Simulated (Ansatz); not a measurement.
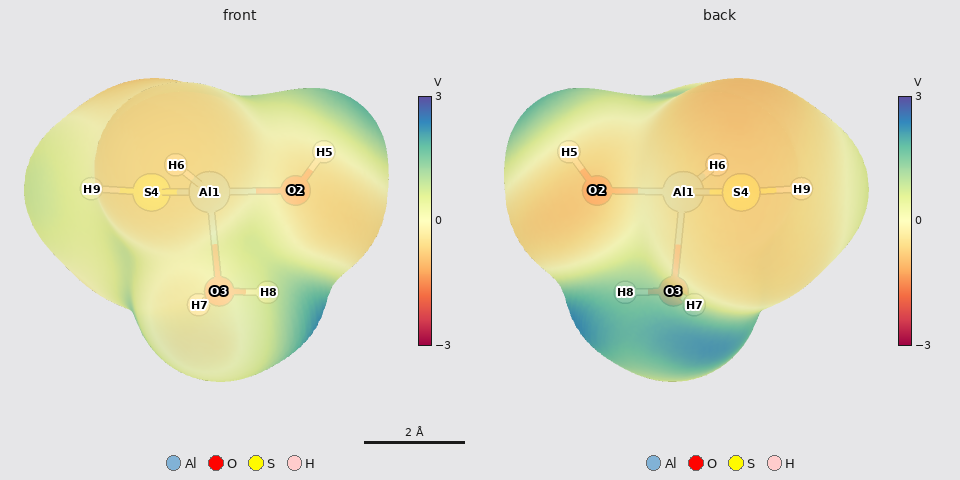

*AlH5O2S. The electrostatic potential painted on the density surface at 0.001 e/bohr³, seen from the front and from behind; the colour scale runs from red (negative) to blue (positive).*

Geometry: BLYP-D3(BJ)/def2-SVP.

Computed with isolated molecule in a Gaussian basis; Kohn-Sham density functional theory, functional PBE0 in Ansatz.

Input file:

```
crystal:
  periodic: [false, false, false]
  atoms:
    - {symbol: Al, position_ang: [-1.902013, -0.592565, 0.331307]}
    - {symbol: O, position_ang: [-3.623377, -0.919189, 0.417699]}
    - {symbol: O, position_ang: [-1.846683, -2.046476, -1.068220]}
    - {symbol: S, position_ang: [-0.690880, -1.729179, 1.864740]}
    - {symbol: H, position_ang: [-4.290360, -0.378044, 0.867868]}
    - {symbol: H, position_ang: [-1.330788, 0.759598, -0.271608]}
    - {symbol: H, position_ang: [-1.376917, -2.759868, -0.570930]}
    - {symbol: H, position_ang: [-2.808438, -2.276608, -1.021789]}
    - {symbol: H, position_ang: [0.487795, -1.133312, 1.520519]}
basis:
  gaussian: {orbitals: def2-TZVPD}
hamiltonian: {xc: pbe0}
output: {forces: true, orbitals: {seedname: orbitals}}
```

Command:

```sh
ansatz run input.yaml --threads 1 --pin off --max-ram 2610MiB --events-out events.jsonl --progress --plain --runs-dir runs
```

Question: Describe the electrostatic potential map.

Answer: The most negative region (about −0.9 V) lies over S4, the most positive (about +2.3 V) over H7 and H8.
